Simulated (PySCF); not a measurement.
# Run report: CH7NOSi2, geometry relaxation

- system: CH7NOSi2, multiplicity 3, SMILES CO[Si]N[SiH3]
- method: PBE0-D3(BJ)/def2-SVP geometry optimisation, gas phase (PySCF 2.14.0)

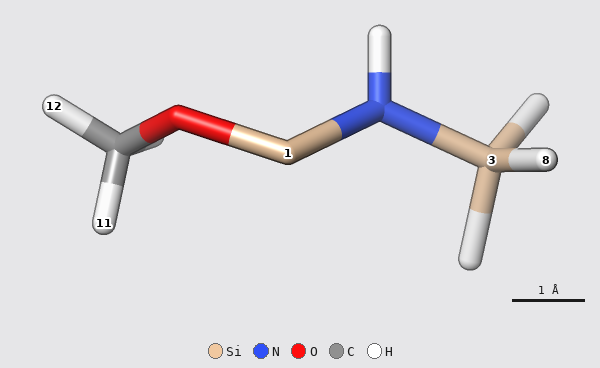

Fig. 1: The starting structure (stick view, seen at a tilt; atoms are numbered from 1 in the order of the input). Bond lengths as drawn: C–H 1.08 to 1.10 Å, C–O 1.39 Å, H–N 1.01 Å, H–Si 1.43 to 1.47 Å, N–Si 1.75 to 1.77 Å and O–Si 1.65 Å.

### Key numbers

| quantity | value |
| --- | --- |
| outcome | converged |
| total energy | −750.488936 hartree |
| ⟨S²⟩ | 2.003 |
| dipole moment | 0.76 D |
| point group | C1 |
| hardware | 1 CPU thread, shared host |
| wall time | 90 s |
| peak memory | 0.57 GiB |

### Input
```
{"job": {"xc": "PBE0", "basis": "def2-SVP", "d3": "d3bj", "grid": 2, "kind": "geom", "shake": 0.01}, "charge": 0, "multiplicity": 3}
Si     0.386091    -0.278066     1.105622
N     -1.009640    -0.465870     0.026439
Si    -2.553837     0.333070     0.216488
O      1.865283    -0.676307     0.484652
C      2.624958     0.062404    -0.409828
H     -1.067208    -1.397848    -0.346129
H     -2.207751     1.755201     0.306458
H     -3.219176    -0.090819     1.436215
H     -3.310423    -0.022868    -0.941833
H      2.090214     0.264452    -1.320316
H      2.917716     1.015177     0.059620
H      3.522265    -0.526112    -0.600388
```

The first line tells a small driver script what to run in PySCF; the rest is the geometry in Å.

Run as:
```bash
OMP_NUM_THREADS=1 python <driver script> task.json out
```

### Output
```
step   0  E = -750.47700144  max force = 0.029895
step   1  E = -750.48438804  max force = 0.004174
step   2  E = -750.48627956  max force = 0.002785
step   3  E = -750.48796776  max force = 0.003554
step   4  E = -750.48862042  max force = 0.002493
step   5  E = -750.48879369  max force = 0.002305
step   6  E = -750.48887310  max force = 0.001495
step   7  E = -750.48892563  max force = 0.000504
step   8  E = -750.48893615  max force = 0.000219
optimisation converged
```

### Trajectory as extended XYZ (Å, eV, eV/Å), 9 frames, from step=0 to step=8
```
12
Properties=species:S:1:pos:R:3:forces:R:3 step=0 energy=-20421.51938
Si    0.3861   -0.2781    1.1056   -0.8295  -0.0708   0.0150
N    -1.0096   -0.4659    0.0264    0.6204   0.5065   0.3902
Si   -2.5538    0.3331    0.2165    1.5373   0.0802   0.3380
O     1.8653   -0.6763    0.4847   -0.2543  -0.6111   0.2524
C     2.6250    0.0624   -0.4098    0.5758   0.2905   0.9407
H    -1.0672   -1.3979   -0.3461   -0.1004  -0.7519  -0.1391
H    -2.2077    1.7552    0.3065   -0.1715   0.5728   0.0221
H    -3.2192   -0.0908    1.4362   -0.6302  -0.1522   0.6551
H    -3.3104   -0.0229   -0.9418   -0.8945  -0.2051  -1.0074
H     2.0902    0.2645   -1.3203   -0.3915   0.1759  -0.9183
H     2.9177    1.0152    0.0596    0.1601   0.1765  -0.2076
H     3.5223   -0.5261   -0.6004    0.3783  -0.0113  -0.3410
12
Properties=species:S:1:pos:R:3:forces:R:3 step=1 energy=-20421.72039
Si    0.3916   -0.4089    1.1347    0.0412  -0.1069  -0.0402
N    -0.9910   -0.5637    0.0670   -0.0164  -0.0715  -0.0037
Si   -2.4877    0.3400    0.2029    0.2146   0.0618   0.1119
O     1.8885   -0.7374    0.4651    0.0135   0.0570  -0.0215
C     2.6215    0.1014   -0.3944   -0.0601  -0.0357   0.0386
H    -1.1125   -1.5211   -0.2725   -0.0805   0.0407   0.0951
H    -2.1717    1.7965    0.2475    0.0331  -0.0034  -0.0219
H    -3.2724    0.0035    1.4295   -0.0493  -0.0039   0.0458
H    -3.3269    0.0047   -0.9714   -0.1213  -0.0338  -0.1944
H     2.0544    0.3351   -1.3122    0.0153   0.0111  -0.0054
H     2.8986    1.0488    0.0950    0.0097   0.0651   0.0190
H     3.5459   -0.4266   -0.6742    0.0003   0.0196  -0.0232
12
Properties=species:S:1:pos:R:3:forces:R:3 step=2 energy=-20421.77186
Si    0.4071   -0.5569    1.1266   -0.0619  -0.0662  -0.0814
N    -1.0112   -0.6811    0.1029    0.0054  -0.1432   0.0944
Si   -2.4288    0.3451    0.1801    0.0793   0.0968   0.0058
O     1.8884   -0.7964    0.3906    0.0802   0.0578  -0.0082
C     2.5791    0.1541   -0.3834   -0.0311   0.0324   0.0355
H    -1.2109   -1.6453   -0.1704   -0.0574   0.0230   0.0296
H    -1.9832    1.7663    0.1061    0.0000   0.0002  -0.0129
H    -3.2311    0.1753    1.4335   -0.0073  -0.0060  -0.0130
H    -3.3093   -0.0061   -0.9734   -0.0139  -0.0005  -0.0290
H     1.9809    0.4842   -1.2504    0.0045   0.0031  -0.0109
H     2.8523    1.0452    0.2080    0.0019   0.0022  -0.0053
H     3.5050   -0.3122   -0.7531    0.0003   0.0006  -0.0048
12
Properties=species:S:1:pos:R:3:forces:R:3 step=3 energy=-20421.81779
Si    0.4011   -0.7500    1.0881   -0.0258  -0.0905  -0.0713
N    -1.0504   -0.8621    0.1165    0.0082  -0.0991   0.1827
Si   -2.3122    0.3518    0.1463   -0.0744   0.0681  -0.1171
O     1.8774   -0.8483    0.3081    0.0659   0.0646  -0.0027
C     2.4960    0.2285   -0.3538    0.0083   0.0438   0.0053
H    -1.3636   -1.8160   -0.0671   -0.0179   0.0322  -0.0196
H    -1.6800    1.6833   -0.0809   -0.0098  -0.0031  -0.0026
H    -3.0803    0.4079    1.4316    0.0136  -0.0090  -0.0187
H    -3.2831    0.0256   -0.9492    0.0367   0.0277   0.0510
H     1.8613    0.6304   -1.1630   -0.0013  -0.0051  -0.0013
H     2.7365    1.0553    0.3380   -0.0050  -0.0214  -0.0109
H     3.4358   -0.1340   -0.7976    0.0015  -0.0082   0.0053
12
Properties=species:S:1:pos:R:3:forces:R:3 step=4 energy=-20421.83555
Si    0.4436   -0.9960    1.0349   -0.0455   0.0946  -0.0076
N    -1.0967   -1.0118    0.2108   -0.0609  -0.0764   0.1282
Si   -2.1922    0.3554    0.0980    0.0141  -0.0199  -0.0487
O     1.8670   -0.9055    0.1548   -0.0393  -0.0017  -0.0235
C     2.4015    0.3059   -0.3236    0.0321   0.0087  -0.0198
H    -1.5271   -1.9297    0.1079    0.0202  -0.0067  -0.0893
H    -1.4016    1.5482   -0.3201   -0.0036   0.0200   0.0048
H    -2.9051    0.6781    1.3739    0.0223  -0.0080   0.0082
H    -3.2341    0.0291   -0.9302    0.0604   0.0079   0.0355
H     1.7010    0.8258   -1.0011    0.0045  -0.0055   0.0059
H     2.6623    0.9958    0.4979   -0.0074  -0.0058   0.0011
H     3.3196    0.0772   -0.8861    0.0031  -0.0072   0.0051
12
Properties=species:S:1:pos:R:3:forces:R:3 step=5 energy=-20421.84027
Si    0.4271   -0.9550    1.0501   -0.0088   0.0151  -0.0283
N    -1.0986   -1.0082    0.2032   -0.0246  -0.0364   0.1185
Si   -2.1993    0.3537    0.1049   -0.0053  -0.0060  -0.0373
O     1.8586   -0.8919    0.1811   -0.0225   0.0156  -0.0123
C     2.4081    0.2993   -0.3299    0.0211  -0.0022   0.0026
H    -1.5098   -1.9320    0.0765    0.0185   0.0095  -0.0554
H    -1.4134    1.5616   -0.2791   -0.0041   0.0057   0.0028
H    -2.9239    0.6441    1.3822    0.0112  -0.0020  -0.0010
H    -3.2252    0.0404   -0.9398    0.0162   0.0094   0.0110
H     1.7205    0.8008   -1.0335   -0.0006  -0.0028  -0.0007
H     2.6618    1.0138    0.4725   -0.0024  -0.0032  -0.0050
H     3.3325    0.0455   -0.8711    0.0014  -0.0026   0.0050
12
Properties=species:S:1:pos:R:3:forces:R:3 step=6 energy=-20421.84243
Si    0.4235   -0.9425    1.0576    0.0141  -0.0093  -0.0280
N    -1.1041   -1.0084    0.2193   -0.0179  -0.0103   0.0769
Si   -2.2038    0.3522    0.1083    0.0066   0.0016  -0.0165
O     1.8502   -0.8857    0.1801   -0.0119   0.0183  -0.0032
C     2.4118    0.2982   -0.3348    0.0079  -0.0153   0.0082
H    -1.5033   -1.9338    0.0694    0.0124   0.0082  -0.0297
H    -1.4162    1.5632   -0.2638   -0.0024   0.0003   0.0014
H    -2.9400    0.6391    1.3793    0.0005   0.0010  -0.0017
H    -3.2155    0.0410   -0.9486   -0.0082   0.0034  -0.0048
H     1.7299    0.8029   -1.0416   -0.0011  -0.0002  -0.0032
H     2.6710    1.0135    0.4648   -0.0013   0.0004  -0.0016
H     3.3347    0.0326   -0.8729    0.0014   0.0019   0.0022
12
Properties=species:S:1:pos:R:3:forces:R:3 step=7 energy=-20421.84386
Si    0.4249   -0.9468    1.0610    0.0259  -0.0168  -0.0115
N    -1.1143   -1.0154    0.2491   -0.0125   0.0119   0.0189
Si   -2.2018    0.3515    0.1098    0.0098   0.0045   0.0006
O     1.8394   -0.8834    0.1645   -0.0034   0.0064   0.0003
C     2.4106    0.3004   -0.3388   -0.0038  -0.0142   0.0102
H    -1.5057   -1.9391    0.0735    0.0059   0.0026  -0.0049
H    -1.4032    1.5557   -0.2619    0.0001  -0.0024   0.0005
H    -2.9501    0.6539    1.3699   -0.0056   0.0018  -0.0018
H    -3.2012    0.0397   -0.9578   -0.0164  -0.0011  -0.0093
H     1.7317    0.8185   -1.0387    0.0000   0.0012  -0.0037
H     2.6777    1.0050    0.4676   -0.0007   0.0036   0.0003
H     3.3302    0.0323   -0.8812    0.0007   0.0026   0.0004
12
Properties=species:S:1:pos:R:3:forces:R:3 step=8 energy=-20421.84414
Si    0.4285   -0.9548    1.0607    0.0113  -0.0061  -0.0016
N    -1.1170   -1.0158    0.2609   -0.0079   0.0068   0.0013
Si   -2.2006    0.3529    0.1102    0.0073   0.0036   0.0023
O     1.8377   -0.8861    0.1567   -0.0005  -0.0017  -0.0028
C     2.4094    0.3002   -0.3395   -0.0023  -0.0048   0.0056
H    -1.5074   -1.9381    0.0761    0.0025   0.0006  -0.0003
H    -1.3984    1.5540   -0.2637    0.0006  -0.0012   0.0007
H    -2.9540    0.6630    1.3653   -0.0035   0.0006  -0.0010
H    -3.1967    0.0387   -0.9605   -0.0072  -0.0010  -0.0033
H     1.7311    0.8225   -1.0369    0.0002  -0.0001  -0.0023
H     2.6763    1.0006    0.4708   -0.0016   0.0021   0.0012
H     3.3293    0.0353   -0.8830    0.0011   0.0012   0.0004
```

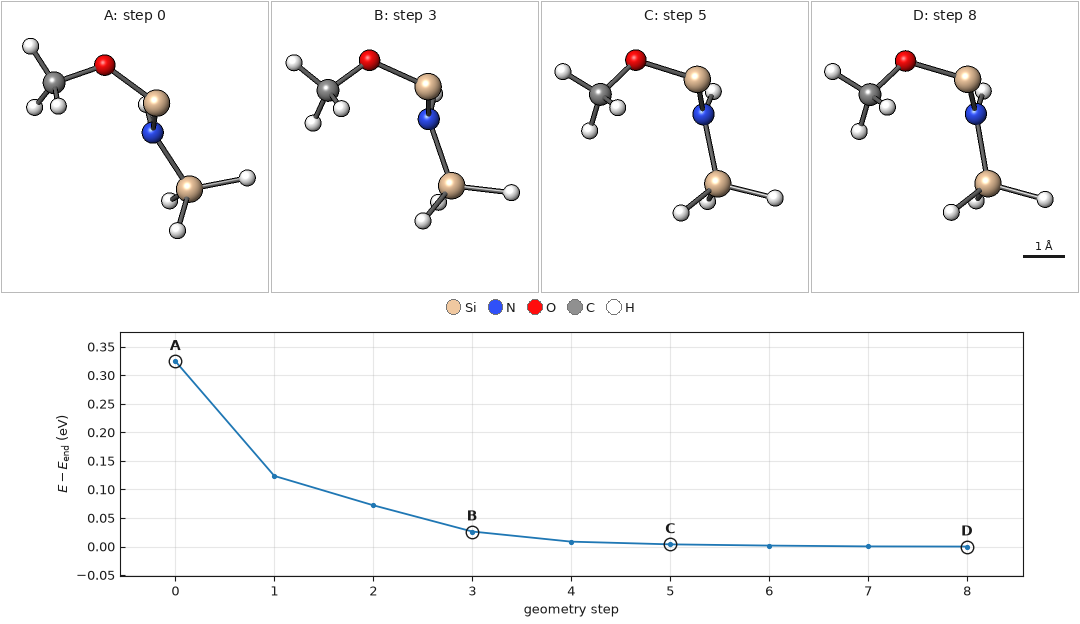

Fig. 2: Frames of the relaxation (ball-and-stick view, seen at a tilt) above the curves, on which the letters mark them (steps are counted from 0).

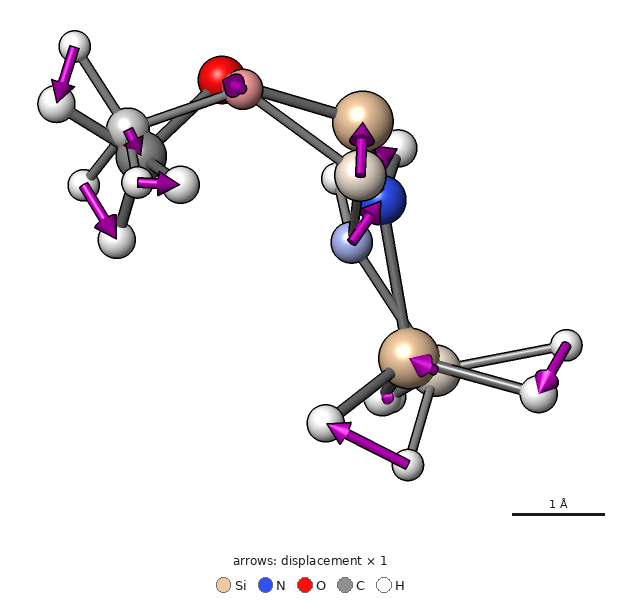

Fig. 3: Start (faint) and end (solid) with the displacements as pink arrows, at true length (ball-and-stick view, seen at a tilt). The two geometries are laid on each other by the best rigid fit. The largest move after the best rigid fit is that of H7, 1.01 Å. Largest moves by element: H 1.01 Å, Si 0.68 Å, N 0.61 Å, O 0.39 Å, C 0.33 Å. Distances before and after: Si3–H9 1.429 → 1.496 Å, Si3–H8 1.453 → 1.496 Å, Si1–N2 1.774 → 1.741 Å, C5–H10 1.075 → 1.104 Å. Among the angles that change: Si1–N2–H6 111.6° → 117.1°, N2–Si3–H7 104.0° → 108.5°, H7–Si3–H9 114.6° → 110.4°. After 8 geometry steps the energy has fallen by 0.325 eV. Largest force component: 1.5 eV/Å at the start, 0.011 eV/Å at the end. (Atoms are counted from 1 in the order of the input.)
